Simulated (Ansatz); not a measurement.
Consider AlH₃Mg.

Input

```
crystal:
  periodic: [false, false, false]
  atoms:
    - { symbol: Mg, position_ang: [0.52336, -1.28733, 0.79888] }
    - { symbol: Al, position_ang: [-0.33458, 0.78109, -0.52044] }
    - { symbol: H, position_ang: [1.11284, -2.61857, 1.72006] }
    - { symbol: H, position_ang: [-1.6497, 0.90573, -1.41052] }
    - { symbol: H, position_ang: [0.34807, 2.21907, -0.58798] }
basis:
  gaussian: { orbitals: def2-SVP }
hamiltonian:
  xc: pbe0
relax:
  f_tol: 0.02
  max_steps: 40
scf:
  lower_state_search: "off"
output:
  orbitals: {}
```

Launched as:

```sh
ansatz run input.yaml --threads 1 --pin off --max-ram 2048MiB --backend cpu --events-out ev --progress --plain --runs-dir out
```

The fields are those of the relaxed geometry.

Method: RKS PBE0/def2-SVP (Ansatz 0.2.0).

**Predict the electron density and electron localisation function between the atoms.**

Al–H (1.61 Å): ρ is about 0.52 e/Å³ halfway; the ELF climbs to about 1 towards the hydrogen.
Mg–H (1.71 Å): ρ at the midpoint is about 0.35 e/Å³; the ELF climbs to about 1 towards the hydrogen.

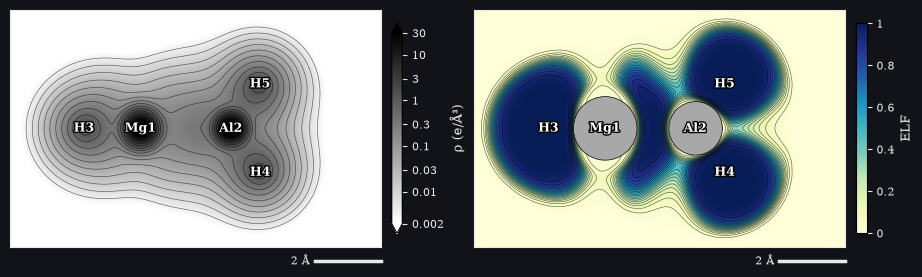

Computed electron density and electron localisation function on the molecular plane, in this order. Grey discs cover the atomic cores in the ELF map. 
